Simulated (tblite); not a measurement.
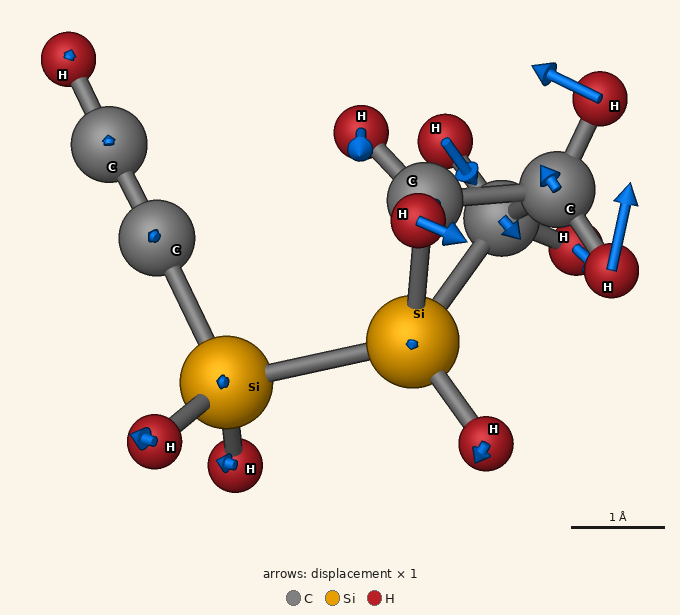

A relaxation of C₅H₁₀Si₂. The starting structure is drawn; blue arrows show the displacements, at their true length. The two geometries are superimposed by the best rigid fit.

Style: ball-and-stick. Shown at a tilt.

Theory: GFN2-xTB geometry optimisation, gas phase (tblite). 

Q: Atoms of which element are displaced furthest, and by how much?

A: Hydrogen: up to 0.99 Å, against 0.35 Å for carbon.

Q: What happened in the run?

A: The largest move after the best rigid fit is that of an H atom, 0.99 Å. Largest moves by element: H 0.99 Å, C 0.35 Å, Si 0.14 Å. Among the contacts that change: Si–Si 2.201 → 2.311 Å, C–Si 1.859 → 1.919 Å, C–Si 1.819 → 1.851 Å, C–H 1.084 → 1.053 Å. Bond angles that change, for instance: C–C–C 86.2° → 100.3°, H–C–H 118.6° → 107.3°, H–C–H 118.0° → 107.9°. Groups turn about C–C by about 35°, C–Si by about 25°, C–Si by about 25°. The energy falls by 1.237 eV in 85 geometry steps.
